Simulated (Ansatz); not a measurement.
# doublet [AlHO2]+ at 6 levels

Wanted: a comparison of 6 runs (U-revPBE/STO-3G, UB3LYP/STO-3G, UBHLYP/STO-3G, UBLYP/STO-3G, UHSE06/STO-3G, FCI/STO-3G) of doublet [AlHO2]+. 

Program for the calculation: Ansatz 0.2.0.

62 further runs of the same task are left out: 8 that didn't finish, 54 set aside as unsound or not needed.

## (1) Starting point

[AlHO2]+ has 4 atoms, charge +1, and is taken as a doublet. As SMILES of the parent species, `[O]=[Al][OH]`. The shape comes from GFN2-xTB, which is rough for such elements, and wasn't checked as a minimum. That shape belongs to the parent species and isn't relaxed for this state.

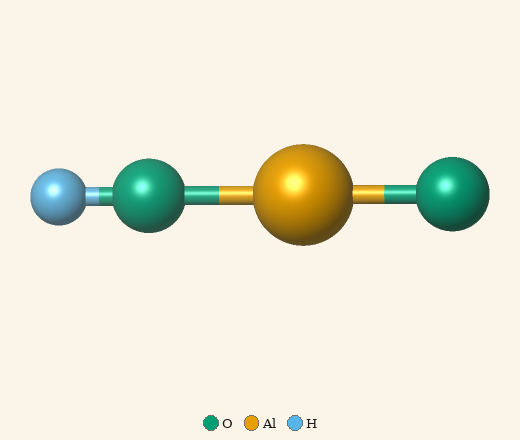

Viewed from a chosen angle; oxygen teal, aluminium amber, hydrogen blue.

## (2) The energy at U-revPBE/STO-3G (run 1)

job.yaml reads:

```yaml
crystal:
  periodic: [false, false, false]
  atoms:
    - symbol: O
      position_ang: [-1.605830, -1.403740, -0.651200]
    - symbol: Al
      position_ang: [-0.474020, -0.415070, -0.191330]
    - symbol: O
      position_ang: [0.698750, 0.609040, 0.285100]
    - symbol: H
      position_ang: [1.381100, 1.209770, 0.557430]
basis:
  gaussian: {orbitals: STO-3G}
total_charge: 1
magnetization: {spin_polarized: true, initial_magnetization: 1}
hamiltonian: {xc: {name: revPBE}}
accuracy: high
```

Started as:

```bash
$ ansatz run job.yaml --threads 1 --pin off --max-ram 2610MiB --events-out events.jsonl --progress --plain --runs-dir runs
```

Standard output:

```text
Warning: RAYON_NUM_THREADS=1 ignored (pool sized by the plan → 1); use --threads N
Functional definition: revPBE
  name "revPBE"
  parameter kappa = 1.245
  parameter beta = 0.06672455060314922
  exchange = pbe_x(kappa = kappa, mu = beta*pi^2/3)
  correlation = pbe_c(beta = beta)
342 factors; integrals over basis functions are off by at most 1.7e-8 eV
mean field evaluation 1: about -10552.0307 eV, gradient 3.3e1 eV
mean field evaluation 2: about -10474.4466 eV, gradient 1.2e2 eV
mean field evaluation 4: about -10556.1042 eV, gradient 2.7e1 eV
mean field evaluation 8: about -10560.9453 eV, gradient 2.6e-1 eV
mean field evaluation 16: about -10560.9458 eV, gradient 2.0e-5 eV
mean field evaluation 32: about -10560.9458 eV, gradient 6.0e-3 eV
mean field evaluation 64: about -10560.9457 eV, gradient 4.7e-2 eV
mean field evaluation 96: about -10560.9458 eV, gradient 7.2e-3 eV
mean field evaluation 128: about -10559.5837 eV, gradient 2.9e0 eV
mean field evaluation 160: about -10560.9458 eV, gradient 8.3e-3 eV
mean field -10560.94576384 eV, -388.1075983551 hartree, gradient 1.3e-8 eV, S^2 0.759746; 6 other end points of the search recorded, 0 dependent functions left out
reference -10560.94576600 eV, -388.1075984342 hartree; 15, 14 occupied and 5, 6 virtual orbitals, 342 factors
Total energy: -10560.94576600 eV, -388.1075984342 hartree
```

Wall time 32 s (1 thread of Intel Xeon 6975P-C (Granite Rapids), shared host); peak memory 0.14 GiB.

## (3) The energy at UB3LYP/STO-3G (run 2)

input.yaml reads:

```yaml
crystal:
  periodic: [false, false, false]
  atoms:
    - symbol: O
      position_ang: [-1.605830, -1.403740, -0.651200]
    - symbol: Al
      position_ang: [-0.474020, -0.415070, -0.191330]
    - symbol: O
      position_ang: [0.698750, 0.609040, 0.285100]
    - symbol: H
      position_ang: [1.381100, 1.209770, 0.557430]
basis:
  gaussian:
    orbitals: STO-3G
total_charge: 1
magnetization:
  spin_polarized: true
  initial_magnetization: 1
hamiltonian:
  xc: {name: B3LYP}
accuracy: high
```

Started as:

```bash
$ ansatz run input.yaml --threads 1 --pin off --max-ram 2610MiB --events-out events.jsonl --progress --plain --runs-dir runs
```

Standard output:

```text
Warning: RAYON_NUM_THREADS=1 ignored (pool sized by the plan → 1); use --threads N
Functional definition: B3LYP
  name "B3LYP"
  parameter a0 = 0.2
  parameter ax = 0.72
  parameter ac = 0.81
  exchange = (1 - a0 - ax)*slater_x + ax*b88_x + a0*exact_x
  correlation = (1 - ac)*vwn_rpa_c + ac*lyp_c
342 factors; integrals over basis functions are off by at most 1.7e-8 eV
mean field evaluation 1: about -10555.4391 eV, gradient 3.1e1 eV
mean field evaluation 2: about -10515.4620 eV, gradient 9.8e1 eV
mean field evaluation 4: about -10562.5590 eV, gradient 9.6e0 eV
mean field evaluation 8: about -10563.1394 eV, gradient 2.0e-2 eV
mean field evaluation 16: about -10563.1394 eV, gradient 7.4e-6 eV
mean field evaluation 32: about -10563.1394 eV, gradient 8.3e-4 eV
mean field evaluation 64: about -10563.1394 eV, gradient 6.2e-7 eV
mean field -10563.13937742 eV, -388.1882121673 hartree, gradient 3.0e-8 eV, S^2 0.761103; 2 other end points of the search recorded, 0 dependent functions left out
reference -10563.13940226 eV, -388.1882130800 hartree; 15, 14 occupied and 5, 6 virtual orbitals, 342 factors
Total energy: -10563.13940226 eV, -388.1882130800 hartree
```

Wall time 20 s (1 thread of Intel Xeon 6975P-C (Granite Rapids), shared host); peak memory 0.14 GiB.

Run 3 isn't shown in full; the table further down has it.

## (4) A single-point energy at UBLYP/STO-3G (run 4)

input.yaml reads:

```yaml
basis:
  gaussian: {orbitals: STO-3G}
crystal:
  periodic: [false, false, false]
  atoms:
    - {symbol: O, position_ang: [-1.605830, -1.403740, -0.651200]}
    - {symbol: Al, position_ang: [-0.474020, -0.415070, -0.191330]}
    - {symbol: O, position_ang: [0.698750, 0.609040, 0.285100]}
    - {symbol: H, position_ang: [1.381100, 1.209770, 0.557430]}
total_charge: 1
magnetization: {spin_polarized: true, initial_magnetization: 1}
hamiltonian: {xc: {name: BLYP}}
accuracy: high
```

Started as:

```bash
$ ansatz run input.yaml --threads 1 --pin off --max-ram 2610MiB --events-out events.jsonl --progress --plain --runs-dir runs
```

Standard output:

```text
Warning: RAYON_NUM_THREADS=1 ignored (pool sized by the plan → 1); use --threads N
Functional definition: BLYP
  name "BLYP"
  parameter beta = 0.0042
  parameter a = 0.04918
  parameter b = 0.132
  parameter c = 0.2533
  parameter d = 0.349
  exchange = b88_x(beta = beta)
  correlation = lyp_c(a = a, b = b, c = c, d = d)
342 factors; integrals over basis functions are off by at most 1.7e-8 eV
mean field evaluation 1: about -10552.1936 eV, gradient 3.4e1 eV
mean field evaluation 2: about -10465.3951 eV, gradient 1.3e2 eV
mean field evaluation 4: about -10557.5451 eV, gradient 2.6e1 eV
mean field evaluation 8: about -10561.6715 eV, gradient 2.0e-2 eV
mean field evaluation 16: about -10561.6392 eV, gradient 1.8e-5 eV
mean field evaluation 32: about -10561.6392 eV, gradient 7.1e-6 eV
mean field evaluation 64: about -10561.6392 eV, gradient 5.4e-5 eV
mean field evaluation 96: about -10561.2454 eV, gradient 4.3e0 eV
mean field -10561.63917351 eV, -388.1330806903 hartree, gradient 2.0e-8 eV, S^2 0.758821; 5 other end points of the search recorded, 0 dependent functions left out
reference -10561.63920731 eV, -388.1330819324 hartree; 15, 14 occupied and 5, 6 virtual orbitals, 342 factors
Total energy: -10561.63920731 eV, -388.1330819324 hartree
```

Wall time 21 s (1 thread of Intel Xeon 6975P-C (Granite Rapids), shared host); peak memory 0.14 GiB.

Run 5 isn't shown in full; the table further down has it.

## (5) A single-point energy at FCI/STO-3G (run 6)

job.yaml reads:

```yaml
crystal:
  periodic: [false, false, false]
  atoms:
    - {symbol: O, position_ang: [-1.605830, -1.403740, -0.651200]}
    - {symbol: Al, position_ang: [-0.474020, -0.415070, -0.191330]}
    - {symbol: O, position_ang: [0.698750, 0.609040, 0.285100]}
    - {symbol: H, position_ang: [1.381100, 1.209770, 0.557430]}
basis:
  gaussian:
    orbitals: STO-3G
total_charge: 1
magnetization:
  spin_polarized: true
  initial_magnetization: 1
correlation:
  method: fci
  frozen_orbitals: {Al: 5, H: 0, O: 1}
accuracy: high
```

Started as:

```bash
$ ansatz run job.yaml --threads 1 --pin off --max-ram 2610MiB --events-out events.jsonl --progress --plain --runs-dir runs
```

Standard output:

```text
Warning: RAYON_NUM_THREADS=1 ignored (pool sized by the plan → 1); use --threads N
Functional definition: HF
  name "HF"
  exchange = exact_x
  correlation = 0
342 factors; integrals over basis functions are off by at most 1.7e-8 eV
mean field evaluation 1: about -10528.9401 eV, gradient 2.4e1 eV
mean field evaluation 2: about -10528.9565 eV, gradient 2.4e1 eV
mean field evaluation 4: about -10533.1634 eV, gradient 1.5e0 eV
mean field evaluation 8: about -10533.1892 eV, gradient 4.9e-4 eV
mean field evaluation 16: about -10533.1861 eV, gradient 2.6e-3 eV
mean field evaluation 32: about -10533.1861 eV, gradient 6.3e-3 eV
mean field evaluation 64: about -10533.1832 eV, gradient 4.0e-1 eV
mean field evaluation 96: about -10529.7150 eV, gradient 2.4e-2 eV
mean field -10533.18612715 eV, -387.0874505228 hartree, gradient 6.0e-10 eV, S^2 0.759233; 4 other end points of the search recorded, 0 dependent functions left out
7 core orbitals not correlated: weight in the atoms' cores, before any rotation towards them, 1.000 or more for the frozen orbitals, at most 0.000 for the correlated occupied ones
reference -10533.15096675 eV, -387.0861584019 hartree; 8, 7 occupied and 5, 6 virtual orbitals, 342 factors
state -10536.20690235 eV, -387.1984619637 hartree
Total energy: -10536.20690235 eV, -387.1984619637 hartree
```

Wall time 35 s (1 thread of Intel Xeon 6975P-C (Granite Rapids), shared host); peak memory 0.45 GiB.

## (6) The series

```
run            level  frozen core orbitals  energy (Eh)   ⟨S²⟩  wall time
  1  U-revPBE/STO-3G                     –  -388.107598  0.760       32 s
  2    UB3LYP/STO-3G                     –  -388.188213  0.761       20 s
  3    UBHLYP/STO-3G                     –  -388.145719  0.757       18 s
  4     UBLYP/STO-3G                     –  -388.133082  0.759       21 s
  5    UHSE06/STO-3G                     –  -387.932469  0.761       21 s
  6       FCI/STO-3G                     7  -387.198462      –       35 s
```

## (7) Outcome

| quantity | value |
| --- | --- |
| run 6: total energy | -387.19846 Eh |
| run 6: correlation energy (7 core orbitals frozen) | -112.3 mEh |

In words: Totals of different functionals can't be ranked against each other. In runs 1, 2, 3, 4, 5, 6 the basis is minimal, so the values are rough. All runs together took 2.4 min, the longest 35 s.
